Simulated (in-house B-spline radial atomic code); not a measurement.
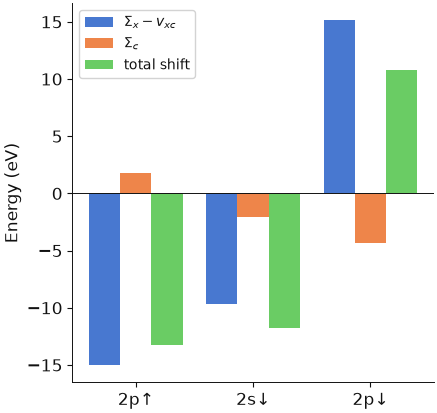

Parts of the G₀W₀ correction to each level for Ne³⁺ ([He] 2s² 2p³). All-electron spherical atom, scalar X2C, PBEsol start, no spin-orbit coupling, Breit or QED terms; computed with a B-spline radial code. The quasi-particle equation is solved at full frequency; levels of low quasi-particle weight Z are left out.

What does the figure show?

G₀W₀ moves the highest occupied level, 2p↑, from −83.59 to −96.80 eV (renormalisation factor Z = 0.94); the semi-empirical removal energy is 97.19 eV, so the error is −0.39 eV. The empty level 2p↓ goes from −74.55 to −63.80 eV.

| Level | Mean field (eV) | Σx − vxc (eV) | Σc (eV) | Z | G₀W₀ (eV) |
| --- | --- | --- | --- | --- | --- |
| 2p↑ | −83.59 | −15.02 | 1.81 | 0.94 | −96.80 |
| 2s↓ | −97.57 | −9.69 | −2.10 | 0.95 | −109.36 |
| 2p↓ | −74.55 | 15.12 | −4.37 | 0.95 | −63.80 |
